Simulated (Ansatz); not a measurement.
# InH2F (SMILES [H][In]([H])[F]) at 6 levels

Aim: a comparison of 6 runs (UHF/STO-3G, UB3LYP/STO-3G, UPBE/STO-3G, wB97X/STO-3G, CCSD/STO-3G, CCSD(T)/STO-3G) of InH2F. 

The results are computed with Ansatz 0.2.0.

58 further runs of the same task are left out: 2 that didn't finish, 56 set aside as unsound or not needed.

## Step 1: Starting point

InH2F has 4 atoms, charge 0, and is taken as a singlet. SMILES: `[H][In]([H])[F]`. The H3–In1 distance was set to 3.383 Å, away from the relaxed value. At this shape a bond of the SMILES string is far longer than usual.

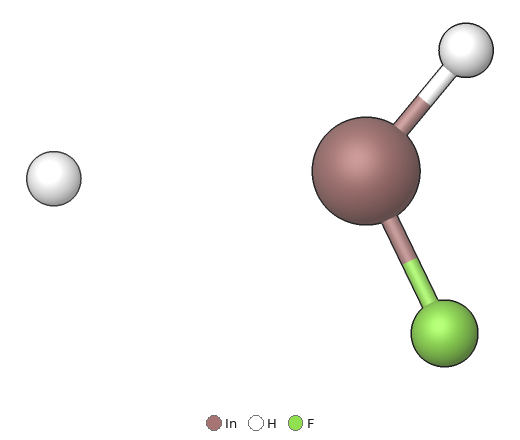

Viewed from a chosen angle; indium brown, hydrogen white, fluorine green.

## Step 2: A single-point energy at UHF/STO-3G (run 1)

input.yaml reads:

```yaml
crystal:
  periodic: [false, false, false]
  atoms:
    - {symbol: In, position_ang: [1.029801, -1.274681, 0.018480]}
    - {symbol: H, position_ang: [2.711821, -1.465781, 0.032250]}
    - {symbol: H, position_ang: [-0.891440, 1.509340, -0.018860]}
    - {symbol: F, position_ang: [0.031681, -2.944921, 0.024130]}
basis:
  gaussian:
    orbitals: STO-3G
hamiltonian:
  xc: hf
accuracy: high
magnetization:
  spin_polarized: true
  initial_magnetization: 0
```

Started as:

```bash
$ ansatz run input.yaml --threads 1 --pin off --max-ram 2610MiB --events-out events.jsonl --progress --plain --runs-dir runs
```

Output:

```text
Warning: RAYON_NUM_THREADS=1 ignored (pool sized by the plan → 1); use --threads N
Functional definition: HF
  name "HF"
  exchange = exact_x
  correlation = 0
614 factors; integrals over basis functions are off by at most 4.8e-9 eV
mean field evaluation 1: about -157325.2207 eV, gradient 1.5e1 eV
mean field evaluation 2: about -157325.2492 eV, gradient 1.5e1 eV
mean field evaluation 4: about -157330.3552 eV, gradient 2.6e0 eV
mean field evaluation 8: about -157330.4976 eV, gradient 1.7e-4 eV
mean field evaluation 16: about -157330.4881 eV, gradient 5.7e-4 eV
mean field evaluation 32: about -157333.8502 eV, gradient 7.9e-1 eV
mean field evaluation 64: about -157330.1630 eV, gradient 1.0e0 eV
mean field evaluation 96: about -157325.2192 eV, gradient 1.5e1 eV
mean field evaluation 128: about -157331.9406 eV, gradient 5.6e0 eV
mean field -157333.85298900 eV, -5781.9124526300 hartree, gradient 1.6e-8 eV, S^2 0.973623; 7 other end points of the search recorded, 0 dependent functions left out
reference -157333.85298900 eV, -5781.9124526300 hartree; 30, 30 occupied and 4, 4 virtual orbitals, 614 factors
Total energy: -157333.85298900 eV, -5781.9124526300 hartree
```

Run time: 1.4 s. Hardware: 1 thread of Arm Neoverse V2, shared host; peak memory 0.1 GiB.

## Step 3: A single-point energy at UB3LYP/STO-3G (run 2)

in.yaml reads:

```yaml
crystal:
  periodic: [false, false, false]
  atoms:
    - {symbol: In, position_ang: [1.029801, -1.274681, 0.018480]}
    - {symbol: H, position_ang: [2.711821, -1.465781, 0.032250]}
    - {symbol: H, position_ang: [-0.891440, 1.509340, -0.018860]}
    - {symbol: F, position_ang: [0.031681, -2.944921, 0.024130]}
basis:
  gaussian:
    orbitals: STO-3G
magnetization:
  spin_polarized: true
  initial_magnetization: 0
hamiltonian:
  xc: {name: B3LYP}
accuracy: high
```

Started as:

```bash
$ ansatz run in.yaml --threads 1 --pin off --max-ram 2610MiB --events-out events.jsonl --progress --plain --runs-dir runs
```

Output:

```text
Warning: RAYON_NUM_THREADS=1 ignored (pool sized by the plan → 1); use --threads N
Functional definition: B3LYP
  name "B3LYP"
  parameter a0 = 0.2
  parameter ax = 0.72
  parameter ac = 0.81
  exchange = (1 - a0 - ax)*slater_x + ax*b88_x + a0*exact_x
  correlation = (1 - ac)*vwn_rpa_c + ac*lyp_c
614 factors; integrals over basis functions are off by at most 4.8e-9 eV
mean field evaluation 1: about -157388.7471 eV, gradient 1.9e1 eV
mean field evaluation 2: about -157362.8330 eV, gradient 6.3e1 eV
mean field evaluation 4: about -157389.9766 eV, gradient 1.4e1 eV
mean field evaluation 8: about -157393.1911 eV, gradient 1.1e1 eV
mean field evaluation 16: about -157397.6503 eV, gradient 2.7e-1 eV
mean field evaluation 32: about -157397.6494 eV, gradient 3.5e-3 eV
mean field -157397.64943733 eV, -5784.2569288631 hartree, gradient 1.5e-8 eV, S^2 0.861674; 2 other end points of the search recorded, 0 dependent functions left out
reference -157397.64946519 eV, -5784.2569298871 hartree; 30, 30 occupied and 4, 4 virtual orbitals, 614 factors
Total energy: -157397.64946519 eV, -5784.2569298871 hartree
```

Run time: 7.5 s. Hardware: 1 thread of Arm Neoverse V2, shared host; peak memory 0.17 GiB.

Runs 3 to 5 aren't shown in full; the table further down has their settings and results.

## Step 4: The energy at CCSD(T)/STO-3G (run 6)

run.yaml reads:

```yaml
crystal:
  periodic: [false, false, false]
  atoms:
    - symbol: In
      position_ang: [1.029801, -1.274681, 0.018480]
    - symbol: H
      position_ang: [2.711821, -1.465781, 0.032250]
    - symbol: H
      position_ang: [-0.891440, 1.509340, -0.018860]
    - symbol: F
      position_ang: [0.031681, -2.944921, 0.024130]
basis:
  gaussian:
    orbitals: STO-3G
correlation:
  method: ccsd_t
  frozen_orbitals: {F: 1, H: 0, In: 18}
accuracy: high
scf:
  omitted_lower_state_checks: [cluster_reference, increment]
```

Started as:

```bash
$ ansatz run run.yaml --threads 1 --pin off --max-ram 2610MiB --events-out events.jsonl --progress --plain --runs-dir runs
```

Output, shortened:

```text
Warning: RAYON_NUM_THREADS=1 ignored (pool sized by the plan → 1); use --threads N
[... 2 set-up lines as earlier in the session ...]
[...]
614 factors; integrals over basis functions are off by at most 4.8e-9 eV
[...]
mean field -157330.48807203 eV, -5781.7887942123 hartree, gradient 1.7e-8 eV, S^2 0.000000; 1 other end points of the search recorded, 0 dependent functions left out; unrestricted orbitals would lower it
19 core orbitals not correlated: weight in the atoms' cores, before any rotation towards them, 1.000 or more for the frozen orbitals, at most 0.000 for the correlated occupied ones
reference -157330.48807203 eV, -5781.7887942123 hartree; 11, 11 occupied and 4, 4 virtual orbitals, 614 factors
second order -3.03774499 eV of doubles, -0.00000000 eV of singles
cycle   1  -2.71515320 eV  change   -9.7e-1 eV  update   1.5e-1
[...]
cycle  30  -4.83339970 eV  change   9.0e-10 eV  update   1.2e-9
perturbative correction -0.33768496 eV, -0.0124096933 hartree
WARN: these amplitudes may be one of several solutions (largest doubles amplitude 0.68, level shift 7.79 eV)
Total energy: -157335.65915670 eV, -5781.9788280684 hartree
Checks for a lower state left out: cluster_reference, increment
```

It took 0.58 s on 1 thread of Arm Neoverse V2, shared host.

## Step 5: The series

| run | level | frozen core orbitals | energy (Eh) | wall time |
| --- | --- | --- | --- | --- |
| 1 | UHF/STO-3G | – | -5781.912453 | 1.4 s |
| 2 | UB3LYP/STO-3G | – | -5784.256930 | 7.5 s |
| 3 | UPBE/STO-3G | – | -5783.571574 | 5.7 s |
| 4 | wB97X/STO-3G | – | -5784.344782 | 6 s |
| 5 | CCSD/STO-3G | 19 | -5781.966418 | 0.56 s |
| 6 | CCSD(T)/STO-3G | 19 | -5781.978828 | 0.58 s |

## Step 6: Summary of results

| quantity | value |
| --- | --- |
| run 6: total energy | -5781.97883 Eh |
| run 6: correlation energy (19 core orbitals frozen) | -190.0 mEh |
| run 6: (T) correction | -12.41 mEh |
| run 6: T1 diagnostic | 0.036 |

Below the UHF energy at the same shape and in the same basis (STO-3G): CCSD -54.0 mEh; CCSD(T) -66.4 mEh. Some of these start from another determinant than that one, so these aren't their correlation energies. Totals of different functionals can't be ranked against each other. In runs 5, 6 the T1 diagnostic is large, so a single reference may not serve. In runs 5, 6 the log says that unrestricted orbitals would lower the reference, so the values rest on an unstable closed-shell determinant (other closed-shell runs at this shape may share the fault). In runs 1, 2, 3, 4, 5, 6 the basis is minimal, so the values are rough. In runs 1, 2, 3, 4, 5, 6 relativity is left out where basis or elements ask for it. Spin contamination of the reference: run 1 ⟨S²⟩ = 0.97, run 2 ⟨S²⟩ = 0.86, run 3 ⟨S²⟩ = 0.85. Where it is this large, the reference is a mixture of spin states, and values that rest on it are in doubt. All runs together took 22 s, the longest 7.5 s.
